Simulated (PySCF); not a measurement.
```xyz
12

N     2.8408    1.5009    0.1872
C     2.2933    0.4785    0.2241
Si    1.3373   -1.1185    0.2421
Si   -0.6200   -0.7136   -0.9831
Si   -1.6741    1.1576   -0.0416
H     1.0429   -1.4248    1.6718
H     2.2243   -2.1697   -0.3324
H    -1.4873   -1.9302   -0.9040
H    -0.2403   -0.4636   -2.4077
H    -1.9891    0.8634    1.3895
H    -0.7470    2.3250   -0.1178
H    -2.9396    1.4671   -0.7730
```

Geometry: PBE0-D3(BJ)/def2-SVP.

All numbers below come from PBE0/pcSseg-1, SCF density, gas phase, non-relativistic in PySCF 2.14.0.

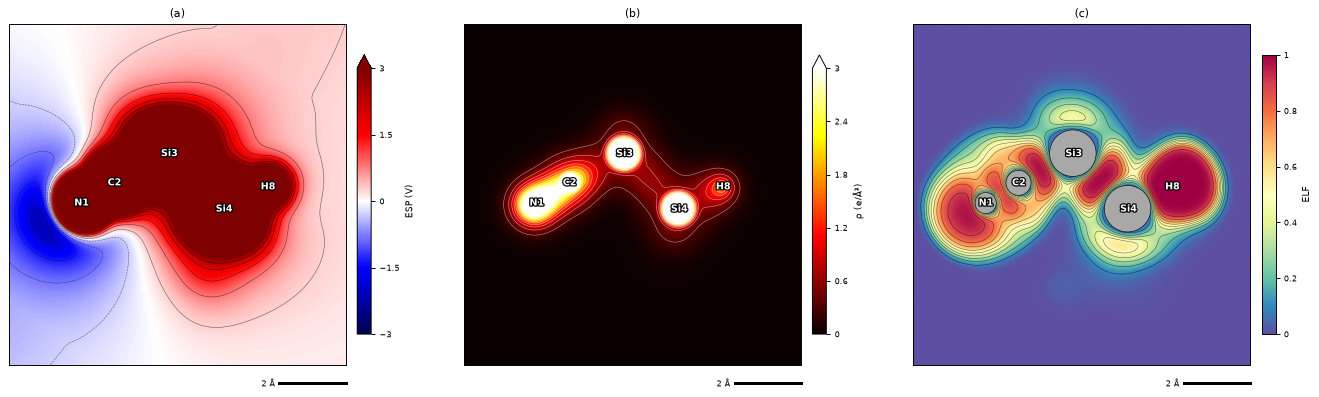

CH$_{7}$NSi$_{3}$ (SMILES N#C[SiH2][SiH2][SiH3]). (a) electrostatic potential; (b) electron density; (c) ELF on the plane of atoms C2, Si3 and Si4. Grey discs cover the atomic cores in the ELF map.

Question: Read the bonding off the picture.

Answer:
- Atoms in the plane: N, C, Si and H.
- C–N (1.16 Å): the density is about 3.5 e/Å³ at the midpoint; the ELF peaks at about 0.85 between the atoms: a short, multiple covalent bond.
- C–Si (1.86 Å): ρ is about 0.89 e/Å³ halfway; the ELF peaks at about 0.95 between the atoms: a covalent bond.
- Si–Si (2.34 Å): ρ is about 0.64 e/Å³ halfway; the ELF peaks at about 1 between the atoms (a covalent bond).
- Si–H (1.50 Å): the density is about 0.76 e/Å³ at the midpoint; the ELF climbs to about 1 towards the hydrogen, as it does in any bond to H.
- The ELF also peaks beside N1, away from the bonds: lone-pair regions.
- Outside the dense part of the molecule the potential is most negative (−2.1 V) near N1.
